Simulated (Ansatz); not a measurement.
Program: Ansatz.

```
crystal:
  lattice:
    - [2.871732, 0.0, 0.0]
    - [0.0, 2.871732, 0.0]
    - [0.0, 0.0, 8.615196]
  atoms:
    - { symbol: Fe, position: [0, 0, 0], spin: 2.4, spin_axis: [0.824466, 0.522724, -0.216831] }
    - { symbol: Fe, position: [0.5, 0.5, 0.166666667], spin: 2.4, spin_axis: [-0.257534, -0.37385, -0.891018] }
    - { symbol: Fe, position: [0, 0, 0.333333333], spin: 2.4, spin_axis: [-0.192129, -0.782352, 0.592462] }
    - { symbol: Fe, position: [0.5, 0.5, 0.5], spin: 2.4, spin_axis: [0.833672, 0.427061, 0.350156] }
    - { symbol: Fe, position: [0, 0, 0.666666667], spin: 2.4, spin_axis: [0.257918, -0.614042, 0.745943] }
    - { symbol: Fe, position: [0.5, 0.5, 0.833333333], spin: 2.4, spin_axis: [-0.514557, 0.003885, -0.857447] }
kpoints:
  mp_grid: { grid: [4, 4, 2] }
hamiltonian:
  xc: pbe
  pseudopotentials: { kind: paw }
scf:
  occupations: { method: gaussian, width: "0.1 eV" }
magnetization:
  noncollinear: true
```

Question: What does the convergence history look like?

Answer: It did not converge: it stopped after 100 iterations. The residual is still falling at the last step (down to 4 × 10⁻⁶).

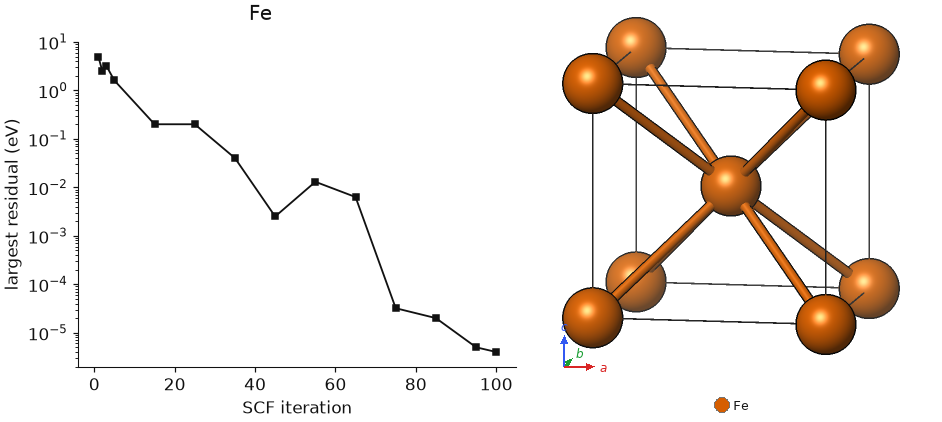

Beside the plot: the structure in its conventional cell.

SCF iterations of a calculation: largest residual. Only some iterations were kept.
